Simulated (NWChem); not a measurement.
# One shape, several levels: AlH3Cl− (SMILES [AlH3-][Cl])

Wanted: a comparison of 5 runs (HF/STO-3G, HF/def2-SVP, HF/pcseg-1, B3LYP/def2-SVP, PBE0/def2-SVP) of AlH3Cl−. 

Program for the calculation: NWChem 7.3.0.

## (1) Starting point

AlH3Cl−: 5 atoms, total charge -1, spin state singlet. As SMILES, `[AlH3-][Cl]`. Geometry: a GFN2-xTB relaxation, a rough one for these elements and not checked as a minimum.

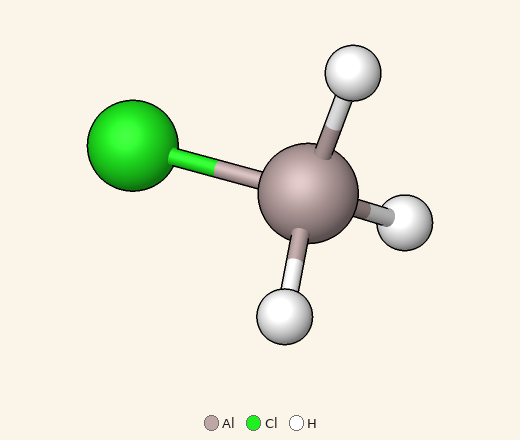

Viewed from a chosen angle; aluminium light grey, chlorine green, hydrogen white.

## (2) Energy and forces at HF/STO-3G (run 1)

The input, calc.xyz:

```xyz
5
AlClH3
Al     0.109160    -0.000440    -0.082500
Cl    -1.562720    -0.002110     1.184250
H      0.226090     1.478490    -0.704190
H     -0.160190    -1.106410    -1.218300
H      1.387660    -0.369540     0.820730
```

The input, run.py:

```python
from ase.io import read
from ase.calculators.nwchem import NWChem

mol = read('calc.xyz')

calc = NWChem(
    label='calc',
    theory='scf',
    memory='2200 mb',
    basis='STO-3G',
    basispar='spherical bse',
    charge=-1,
    scf={'nopen': '0', 'rhf': None, 'thresh': '1e-08', 'maxiter': '80'},
)
mol.calc = calc

forces = mol.get_forces()
print("Total energy (eV):", round(mol.get_potential_energy(), 6))
print("forces (eV/A):")
for s, f in zip(mol.symbols, forces):
    print(f"{s:2s} {f[0]:10.5f} {f[1]:10.5f} {f[2]:10.5f}")
print("dipole (e A):", mol.get_dipole_moment().round(4))
```

Command:

```
$ export ASE_NWCHEM_COMMAND="nwchem PREFIX.nwi > PREFIX.nwo"
$ python run.py
```

Output:

```text
Total energy (eV): -18920.340331
forces (eV/A):
Al    2.77761    0.02000   -2.10877
Cl   -1.31173   -0.00381    0.99882
H    -0.12886   -2.05904    0.83725
H     0.40973    1.53387    1.55130
H    -1.74670    0.50898   -1.27861
dipole (e A): [ 5.024e-01 -4.000e-04 -3.802e-01]
```

The calculator wrote calc.nwi:

```
title "calc"

permanent_dir calc

scratch_dir calc

start calc

geometry units angstrom nocenter noautosym noautoz
  Al 1.0915999999999999e-01 -4.4000000000000002e-04 -8.2500000000000004e-02
  Cl -1.5627200000000001e+00 -2.1099999999999999e-03 1.1842500000000000e+00
  H  2.2609000000000001e-01 1.4784900000000001e+00 -7.0418999999999998e-01
  H  -1.6019000000000000e-01 -1.1064099999999999e+00 -1.2182999999999999e+00
  H  1.3876599999999999e+00 -3.6953999999999998e-01 8.2072999999999996e-01
end

charge -1

memory 2200 mb

basis spherical bse noprint
   * library STO-3G
end

scf
  nopen 0
  rhf
  thresh 1e-08
  maxiter 80
end

task scf gradient
```

calc.nwo:

```text
Northwest Computational Chemistry Package (NWChem) 7.3.0
             --------------------------------------------------------

           Job information
           ---------------

    nwchem branch   = 7.3.0
    use scalapack   = T
    input           = calc.nwi
    prefix          = calc.
    data base       = calc/calc.db
    status          = startup
    nproc           =        1

           Memory information
           ------------------

    heap     =     72089600 doubles =      550.0 Mbytes
    stack    =     72089597 doubles =      550.0 Mbytes
    global   =    144179200 doubles =     1100.0 Mbytes (distinct from heap & stack)
    total    =    288358397 doubles =     2200.0 Mbytes
    verify   = yes
    hardfail = no

[... 129 lines left out ...]
 Convergence threshold     :          1.000E-08
[... 12 lines left out ...]
       Final RHF  results
[... 3 lines left out ...]
      One-electron energy =  -1132.463375949294
[... 1 line left out ...]
 Nuclear repulsion energy =     78.196695446899
[... 29 lines left out ...]
                       ROHF Final Molecular Orbital Analysis
[... 154 lines left out ...]
    atom               coordinates                        gradient
                 x          y          z           x          y          z
   1 Al      0.206282  -0.000831  -0.155902   -0.054016  -0.000389   0.041009
   2 Cl     -2.953113  -0.003987   2.237908    0.025509   0.000074  -0.019424
   3 H       0.427248   2.793941  -1.330726    0.002506   0.040042  -0.016282
   4 H      -0.302715  -2.090812  -2.302253   -0.007968  -0.029829  -0.030168
   5 H       2.622297  -0.698329   1.550955    0.033968  -0.009898   0.024865

                 ----------------------------------------
                 |  Time  |  1-e(secs)   |  2-e(secs)   |
                 ----------------------------------------
                 |  CPU   |       0.00   |       0.11   |
                 ----------------------------------------
                 |  WALL  |       0.00   |       0.11   |
                 ----------------------------------------

 Task  times  cpu:        0.4s     wall:        0.4s
 Total times  cpu:        0.4s     wall:        0.4s
```

Wall time 1.3 s (1 thread of Intel Xeon 6975P-C (Granite Rapids), shared host); peak memory 0.097 GiB.

## (3) Energy and forces at HF/def2-SVP (run 2)

The input, mymol.nw:

```
start mymol
memory total 2200 mb
charge -1
geometry units angstroms noautosym nocenter noautoz
Al     0.109160    -0.000440    -0.082500
Cl    -1.562720    -0.002110     1.184250
H      0.226090     1.478490    -0.704190
H     -0.160190    -1.106410    -1.218300
H      1.387660    -0.369540     0.820730
end
basis spherical bse
Al library def2-SVP
Cl library def2-SVP
H library def2-SVP
end
scf
singlet
rhf
thresh 1e-08
maxiter 80
end
task scf gradient
```

Command:

```
$ nwchem mymol.nw > mymol.out
```

Output:

```text
[...]
  functions       =    51
[...]
  wavefunction    = RHF
[...]
         Total SCF energy =   -703.029369897492
      One-electron energy =  -1137.541837064815
      Two-electron energy =    356.315771720424
 Nuclear repulsion energy =     78.196695446899
        Time for solution =      1.0s
[...]
                         RHF ENERGY GRADIENTS
    atom               coordinates                        gradient
                 x          y          z           x          y          z
   1 Al      0.206282  -0.000831  -0.155902   -0.022303  -0.000211   0.016930
   2 Cl     -2.953113  -0.003987   2.237908    0.034883   0.000075  -0.026506
   3 H       0.427248   2.793941  -1.330726   -0.003247  -0.005438   0.004453
   4 H      -0.302715  -2.090812  -2.302253   -0.001834   0.004154   0.006376
   5 H       2.622297  -0.698329   1.550955   -0.007499   0.001420  -0.001253
[...]
```

It took 2.1 s on 1 thread of Intel Xeon 6975P-C (Granite Rapids), shared host; peak memory 0.1 GiB.

Runs 3 to 4 aren't shown in full; the table further down has their settings and results.

## (4) Energy and gradient at PBE0/def2-SVP (run 5)

The input, run.py:

```python
from ase import Atoms
from ase.calculators.nwchem import NWChem

mol = Atoms(['Al', 'Cl', 'H', 'H', 'H'], positions=[
    [0.109160, -0.000440, -0.082500],
    [-1.562720, -0.002110, 1.184250],
    [0.226090, 1.478490, -0.704190],
    [-0.160190, -1.106410, -1.218300],
    [1.387660, -0.369540, 0.820730],
])

calc = NWChem(
    label='mymol',
    theory='dft',
    memory='2200 mb',
    basis='def2-SVP',
    basispar='spherical bse',
    charge=-1,
    dft={'xc': 'pbe0', 'mult': '1', 'grid': 'xfine', 'convergence': 'energy 1e-08', 'iterations': '100', 'mulliken': None},
)
mol.calc = calc

forces = mol.get_forces()
print("Total energy (eV):", round(mol.get_potential_energy(), 6))
print("forces (eV/A):")
for s, f in zip(mol.symbols, forces):
    print(f"{s:2s} {f[0]:10.5f} {f[1]:10.5f} {f[2]:10.5f}")
print("dipole (e A):", mol.get_dipole_moment().round(4))
```

Command:

```
$ export ASE_NWCHEM_COMMAND="nwchem PREFIX.nwi > PREFIX.nwo"
$ python run.py
```

Output:

```text
Total energy (eV): -19157.796899
forces (eV/A):
Al    0.96314    0.00967   -0.73096
Cl   -1.58565   -0.00334    1.20477
H     0.15092    0.32432   -0.23274
H     0.06644   -0.24688   -0.34746
H     0.40515   -0.08382    0.10634
dipole (e A): [ 0.224  -0.0005 -0.1695]
```

The calculator wrote mymol.nwi:

```
title "mymol"

permanent_dir mymol

scratch_dir mymol

start mymol

geometry units angstrom nocenter noautosym noautoz
  Al 1.0915999999999999e-01 -4.4000000000000002e-04 -8.2500000000000004e-02
  Cl -1.5627200000000001e+00 -2.1099999999999999e-03 1.1842500000000000e+00
  H  2.2609000000000001e-01 1.4784900000000001e+00 -7.0418999999999998e-01
  H  -1.6019000000000000e-01 -1.1064099999999999e+00 -1.2182999999999999e+00
  H  1.3876599999999999e+00 -3.6953999999999998e-01 8.2072999999999996e-01
end

charge -1

memory 2200 mb

basis spherical bse noprint
   * library def2-SVP
end

dft
  xc pbe0
  mult 1
  grid xfine
  convergence energy 1e-08
  iterations 100
  mulliken
end

task dft gradient
```

mymol.nwo:

```text
Northwest Computational Chemistry Package (NWChem) 7.3.0
             --------------------------------------------------------

           Job information
           ---------------

    nwchem branch   = 7.3.0
    use scalapack   = T
    input           = mymol.nwi
    prefix          = mymol.
    data base       = mymol/mymol.db
    status          = startup
    nproc           =        1

           Memory information
           ------------------

    heap     =     72089598 doubles =      550.0 Mbytes
    stack    =     72089595 doubles =      550.0 Mbytes
    global   =    144179200 doubles =     1100.0 Mbytes (distinct from heap & stack)
    total    =    288358393 doubles =     2200.0 Mbytes
    verify   = yes
    hardfail = no

[... 98 lines left out ...]
  convergence criterion.
[... 39 lines left out ...]
          Spatial weights used:  Erf1
[... 74 lines left out ...]
         Total DFT energy =     -704.036056154926
[... 3 lines left out ...]
 Nuclear repulsion energy =       78.196695446899
[... 433 lines left out ...]
          Convergence on gradient requested:  5.00D-04
[... 26 lines left out ...]
          total energy or number of iterations.
[... 28 lines left out ...]
    atom               coordinates                        gradient
                 x          y          z           x          y          z
   1 Al      0.206282  -0.000831  -0.155902   -0.018730  -0.000188   0.014215
   2 Cl     -2.953113  -0.003987   2.237908    0.030836   0.000065  -0.023429
   3 H       0.427248   2.793941  -1.330726   -0.002935  -0.006307   0.004526
   4 H      -0.302715  -2.090812  -2.302253   -0.001292   0.004801   0.006757
   5 H       2.622297  -0.698329   1.550955   -0.007879   0.001630  -0.002068

                 ----------------------------------------
                 |  Time  |  1-e(secs)   |  2-e(secs)   |
                 ----------------------------------------
                 |  CPU   |       0.00   |       0.44   |
                 ----------------------------------------
                 |  WALL  |       0.00   |       0.44   |
                 ----------------------------------------

 Task  times  cpu:        6.1s     wall:        6.1s
 Total times  cpu:        6.2s     wall:        6.2s
```

Wall time 7.2 s (1 thread of Intel Xeon 6975P-C (Granite Rapids), shared host); peak memory 0.13 GiB.

## (5) All runs side by side

| run | level | iteration cap | module | energy (Eh) | HOMO energy (eV) | LUMO energy (eV) | HOMO–LUMO gap (eV) | wall time |
| --- | --- | --- | --- | --- | --- | --- | --- | --- |
| 1 | HF/STO-3G | 80 | scf | -695.309688 | -2.14 | 20.19 | 22.32 | 1.3 s |
| 2 | HF/def2-SVP | 80 | scf | -703.029370 | -5.31 | 8.92 | 14.23 | 2.1 s |
| 3 | HF/pcseg-1 | 80 | scf | -703.202094 | -5.52 | 7.22 | 12.74 | 3.3 s |
| 4 | B3LYP/def2-SVP | 100 | dft | -704.348862 | -1.85 | 6.03 | 7.88 | 7.2 s |
| 5 | PBE0/def2-SVP | 100 | dft | -704.036056 | -2.12 | 6.16 | 8.28 | 7.2 s |

## (6) Results

```
                                                    quantity          value
                                         run 5: total energy  -704.03606 Eh
                                          run 5: HOMO energy       -2.12 eV
                                          run 5: LUMO energy        6.16 eV
run 5: HOMO–LUMO gap (to an unbound level, set by the basis)        8.28 eV
                             run 5: largest force on an atom     1.991 eV/Å
```

What this shows: The HOMO–LUMO gap runs from 7.88 eV (B3LYP/def2-SVP) to 22.32 eV (HF/STO-3G). The two ends differ in method and basis. The empty levels of an anion lie above zero and hang on the basis. Totals of different functionals can't be ranked against each other. In run 1 the basis is minimal, so the values are rough. All runs together took 21 s, the longest 7.2 s.
